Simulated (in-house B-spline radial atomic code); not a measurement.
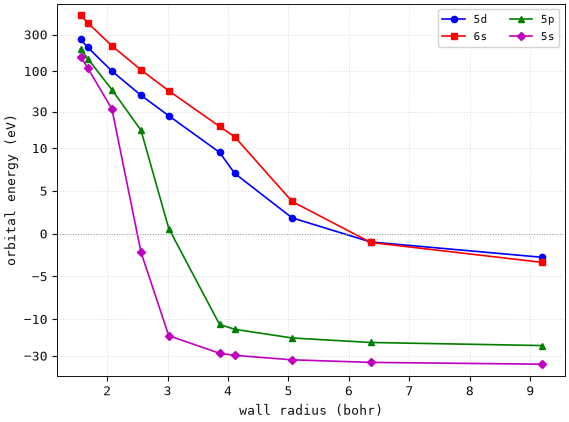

Atomic lanthanum (La) in the configuration [Xe] 5d1 6s2. It is put inside a hard spherical wall of varying radius. All numbers are computed, not measured: scalar-relativistic (spin-free one-electron X2C) PBE, spherical fractional occupations, Fermi nucleus, hard spherical wall, basis-set limit (an in-house B-spline radial code). The runs are spin-unpolarised. The plot shows the outer orbital energies, on a scale that is linear within ±10 eV and logarithmic beyond.

### Describe the level shifts under confinement.

The levels rise as the wall closes in: 5d goes from −2.76 eV at 9.19 bohr to 259.9 eV at 1.56 bohr and passes zero between 6.36 and 5.06 bohr. On compression 5d drops below 6s between 6.36 and 5.06 bohr; the level of higher l rises less. The fastest to rise is 6s (by 539.8 eV), the slowest 5s (by 194.0 eV): the wall presses hardest on the most extended orbitals.
